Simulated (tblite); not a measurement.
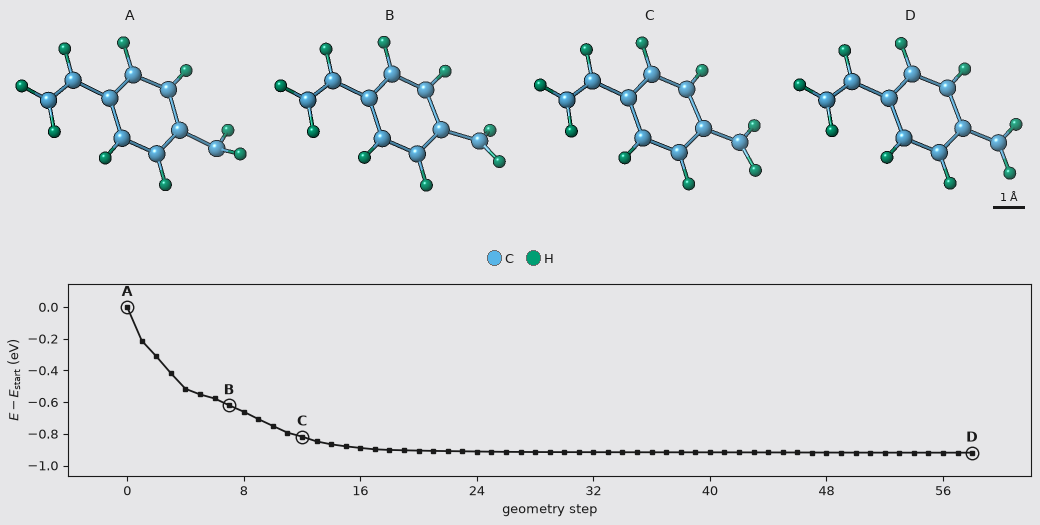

Frames of a relaxation of C9H9 (multiplicity 2), marked on the history of the run. The picture is a ball-and-stick view, seen at a tilt.

The calculation used GFN2-xTB geometry optimisation, gas phase in tblite 0.8.0. 

**What happens along the run?**

After 58 geometry steps the energy has fallen by 0.919 eV. The atom that moves furthest after the best rigid fit is an H atom (0.87 Å). By element the largest moves are H 0.87 Å, C 0.20 Å. Near-neighbour distances that change, for instance: C–C 1.474 → 1.371 Å, C–C 1.368 → 1.428 Å, C–C 1.397 → 1.427 Å, C–C 1.380 → 1.410 Å. Among the angles between lasting bonds that change: C–C–H 110.2° → 121.4°, C–C–H 111.5° → 121.3°, C–C–H 119.8° → 114.6°. From step 0 to 7: C and H atoms move most (0.28 Å), energy −0.620 eV. From step 7 to 12: an H atom moves most (0.36 Å), energy −0.197 eV. From step 12 to 58: an H atom moves most (0.28 Å), energy −0.101 eV.

```json
{"step": "0", "E − E(0), eV": "0.0000"}
{"step": "1", "E − E(0), eV": "-0.2120"}
{"step": "2", "E − E(0), eV": "-0.3111"}
{"step": "3", "E − E(0), eV": "-0.4174"}
{"step": "4", "E − E(0), eV": "-0.5157"}
{"step": "5", "E − E(0), eV": "-0.5512"}
{"step": "6", "E − E(0), eV": "-0.5766"}
{"step": "7", "E − E(0), eV": "-0.6199"}
{"step": "8", "E − E(0), eV": "-0.6603"}
{"step": "9", "E − E(0), eV": "-0.7066"}
{"step": "10", "E − E(0), eV": "-0.7498"}
{"step": "13", "E − E(0), eV": "-0.8475"}
{"step": "15", "E − E(0), eV": "-0.8786"}
{"step": "18", "E − E(0), eV": "-0.9014"}
{"step": "20", "E − E(0), eV": "-0.9056"}
{"step": "23", "E − E(0), eV": "-0.9099"}
{"step": "25", "E − E(0), eV": "-0.9126"}
{"step": "28", "E − E(0), eV": "-0.9146"}
{"step": "30", "E − E(0), eV": "-0.9153"}
{"step": "33", "E − E(0), eV": "-0.9158"}
{"step": "35", "E − E(0), eV": "-0.9161"}
{"step": "38", "E − E(0), eV": "-0.9164"}
{"step": "40", "E − E(0), eV": "-0.9165"}
{"step": "43", "E − E(0), eV": "-0.9170"}
{"step": "45", "E − E(0), eV": "-0.9173"}
{"step": "48", "E − E(0), eV": "-0.9179"}
{"step": "50", "E − E(0), eV": "-0.9183"}
{"step": "53", "E − E(0), eV": "-0.9185"}
{"step": "55", "E − E(0), eV": "-0.9186"}
{"step": "58", "E − E(0), eV": "-0.9187"}
```
